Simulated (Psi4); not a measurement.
**UPBE/cc-pVDZ (sweep point 6) run of GeHF2 (SMILES [F][GeH][F])**

What is the vertical electron affinity of GeHF2 at UPBE/cc-pVDZ (sweep point 6)? 

The results are computed with Psi4 1.11.

4 further runs of the same task are left out: 4 set aside as unsound or not needed.

**1. The molecule**

GeHF2: 4 atoms, total charge 0, spin state doublet. SMILES: `[F][GeH][F]`. The shape is that of a PBE0-D4/def2-TZVP optimisation.

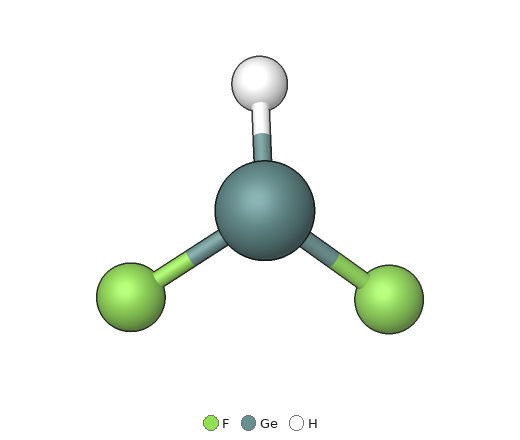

Viewed from a chosen angle; fluorine green, germanium teal, hydrogen white.

**2. A single-point energy at UPBE/cc-pVDZ (sweep point 6)**

f2geh.dat reads:

```
memory 1600 MB

molecule geom {
  0 2
  F     -0.250300    -0.050400     1.551900
  Ge     0.499400    -0.086500    -0.009500
  F     -0.446800    -1.234800    -0.896800
  H      0.253200     1.311400    -0.665800
  symmetry c1
}

set basis cc-pVDZ
set reference uks
set puream true
set scf_type pk
set dft_radial_points 99
set dft_spherical_points 590
set maxiter 100

e, wfn = energy("pbe", return_wfn=True)
```

On the command line:

```
psi4 -i f2geh.dat -o f2geh.out -n 1
```

f2geh.out:

```text
[...]
  Running in c1 symmetry.
[...]
  Nuclear repulsion =  206.082072780868685
[...]
  Multiplicity = 2
[...]
  Nalpha       = 26
  Nbeta        = 25
[...]
    Number of basis functions: 60
[...]
   @UKS iter   1: -2276.24840121173293   -2.97646e+00   1.73668e-02 ADIIS/DIIS
[...]
   @UKS iter   9: -2276.78010510008653   -4.13957e-09   9.49929e-07 DIIS
[...]
   @S^2 Observed:                7.518990488E-01
[...]
    Orbital Energies [Eh]
    ---------------------
    Alpha Occupied:
       1A   -397.148570     2A    -49.255165     3A    -43.870262
       4A    -43.869566     5A    -43.869120     6A    -24.260362
       7A    -24.260349     8A     -6.047110     9A     -4.262889
      10A     -4.262591    11A     -4.259744    12A     -1.181565
      13A     -1.172034    14A     -1.162926    15A     -1.162244
      16A     -1.161250    17A     -1.061907    18A     -1.037677
      19A     -0.518586    20A     -0.402408    21A     -0.395975
      22A     -0.369058    23A     -0.341734    24A     -0.332764
      25A     -0.332265    26A     -0.219187
    Alpha Virtual:
[...]
  @UKS Final Energy: -2276.78010510008653
   => Energetics <=
    Nuclear Repulsion Energy =            206.0820727808686854
    One-Electron Energy =               -3583.5301687685969227
    Two-Electron Energy =                1200.5026347796037953
    DFT Exchange-Correlation Energy =     -99.8346438919621590
    Empirical Dispersion Energy =           0.0000000000000000
    VV10 Nonlocal Energy =                  0.0000000000000000
    Total Energy =                      -2276.7801051000865300
[...]
 Multipole Moments:
 ------------------------------------------------------------------------------------
     Multipole            Electronic (a.u.)      Nuclear  (a.u.)        Total (a.u.)
 ------------------------------------------------------------------------------------
 L = 1.  Multiply by 2.5417464519 to convert [e a0] to [Debye]
 Dipole X            :          2.2226146           -1.5990694            0.6235453
 Dipole Y            :         -0.0922741            0.5568260            0.4645520
 Dipole Z            :         -0.1340238           -0.1408755           -0.2748993
 Magnitude           :                                                    0.8247344
[...]
```

It took 9.6 s on 1 thread of Intel Xeon 6975P-C (Granite Rapids), shared host; peak memory 0.76 GiB.

**3. The singlet anion at the same level**

f2geh.inp reads:

```
memory 1600 mb

molecule {
  -1 1
  F     -0.250300    -0.050400     1.551900
  Ge     0.499400    -0.086500    -0.009500
  F     -0.446800    -1.234800    -0.896800
  H      0.253200     1.311400    -0.665800
  symmetry c1
}

set globals {
  basis                cc-pVDZ
  puream               true
  scf_type             pk
  dft_radial_points    99
  dft_spherical_points 590
}

e, wfn = energy("pbe", return_wfn=True)
```

On the command line:

```
psi4 f2geh.inp f2geh.out -n 1
```

f2geh.out:

```text
[...]
  Running in c1 symmetry.
[...]
  Nuclear repulsion =  206.082072780868685
[...]
  Multiplicity = 1
[...]
  Nalpha       = 26
  Nbeta        = 26
[...]
    Number of basis functions: 60
[...]
   @RKS iter   1: -2276.12967083514286   -2.85773e+00   1.85994e-02 DIIS/ADIIS
[...]
   @RKS iter   8: -2276.82446811680029   -2.44071e-07   7.04090e-07 DIIS
[...]
    Orbital Energies [Eh]
    ---------------------
    Doubly Occupied:
       1A   -396.840192     2A    -48.948224     3A    -43.562894
       4A    -43.562598     5A    -43.561898     6A    -23.996588
       7A    -23.996578     8A     -5.739443     9A     -3.956679
      10A     -3.954432    11A     -3.949695    12A     -0.883039
      13A     -0.869806    14A     -0.854770    15A     -0.853726
      16A     -0.851871    17A     -0.797087    18A     -0.772591
      19A     -0.246261    20A     -0.145418    21A     -0.133202
      22A     -0.112146    23A     -0.088044    24A     -0.084455
      25A     -0.073256    26A      0.082224
[...]
  @RKS Final Energy: -2276.82446811680029
   => Energetics <=
    Nuclear Repulsion Energy =            206.0820727808686854
    One-Electron Energy =               -3598.0088274043628189
    Two-Electron Energy =                1215.2530144367929097
    DFT Exchange-Correlation Energy =    -100.1507279300989950
    Empirical Dispersion Energy =           0.0000000000000000
    VV10 Nonlocal Energy =                  0.0000000000000000
    Total Energy =                      -2276.8244681168002899
[...]
 Multipole Moments:
 ------------------------------------------------------------------------------------
     Multipole            Electronic (a.u.)      Nuclear  (a.u.)        Total (a.u.)
 ------------------------------------------------------------------------------------
 L = 1.  Multiply by 2.5417464519 to convert [e a0] to [Debye]
 Dipole X            :          1.3397693           -1.5990694           -0.2593001
 Dipole Y            :         -0.5551180            0.5568260            0.0017081
 Dipole Z            :          0.1607560           -0.1408755            0.0198805
 Magnitude           :                                                    0.2600667
[...]
```

Wall time 7.8 s (1 thread of Intel Xeon 6975P-C (Granite Rapids), shared host); peak memory 0.77 GiB.

**4. Results**

Level: UPBE/cc-pVDZ (sweep point 6).

```
                                                            quantity           value
                                         doublet GeHF2: total energy  -2276.78011 Eh
                                        doublet GeHF2: dipole moment          2.10 D
                   doublet GeHF2: HOMO energy (highest over α and β)        -5.96 eV
                    doublet GeHF2: LUMO energy (lowest over α and β)        -4.62 eV
                                                 doublet GeHF2: ⟨S²⟩           0.752
                                         singlet anion: total energy  -2276.82447 Eh
                                          singlet anion: HOMO energy         2.24 eV
                                          singlet anion: LUMO energy         6.23 eV
singlet anion: HOMO–LUMO gap (to an unbound level, set by the basis)         4.00 eV
                   vertical electron affinity (to the singlet anion)        1.207 eV
```

**Reading.** At fixed nuclei the extra electron is bound by 1.21 eV (116 kJ/mol). The basis has no diffuse functions, so the error can be as large as this value. The HOMO (singlet anion) lies at positive energy, 2.24 eV, as semi-local functionals often give for anions; only total energies tell whether the electron is bound.
